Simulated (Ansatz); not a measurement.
## What x(Li) = 0.667, 3 atoms, P-3m1 does to Na

Start from Na in the bcc (W type) structure (space group Im-3m, No. 229; a = 4.171 Å).

The other end (x = 1) is Li in the bcc (W type) structure (space group Im-3m, No. 229): 20.25 Å³/atom, gap zero.

Perturbation: Li replaces 66.7 % of the Na, ordered in a cell of 3 atoms (starting symmetry P-3m1) and fully relaxed.

Method: PBEsol (Ansatz, a first-principles code), spin-orbit coupling left out. k-mesh 10×10×14 (Γ-centred); smearing 0.05 eV (Fermi–Dirac), for the changed cell.

The volume per atom falls by 10.740 Å³ (36.28 Å³ → 25.53 Å³) and the density shrinks by 0.25 g/cm³ (1.05 g/cm³ → 0.80 g/cm³). The band gap stays zero and the mixing energy amounts to +0.05 eV/atom (to 0.01 eV only: unlike meshes or grids). The deviation of the volume from the linear (Vegard-type) interpolation amounts to -0.2 %.

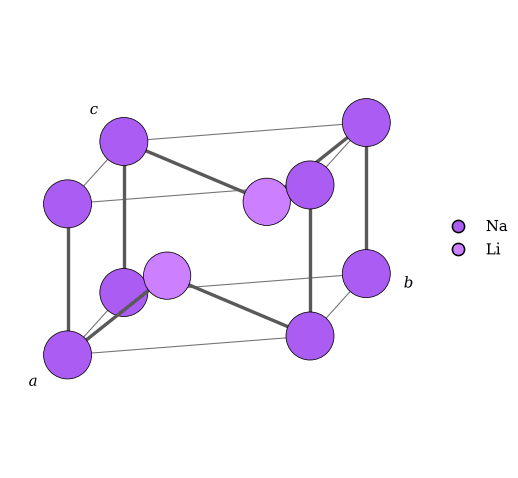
The relaxed conventional cell after the change

These are small ordered cells, not random alloys; other orderings at the same x differ. No phonon test of stability was made.
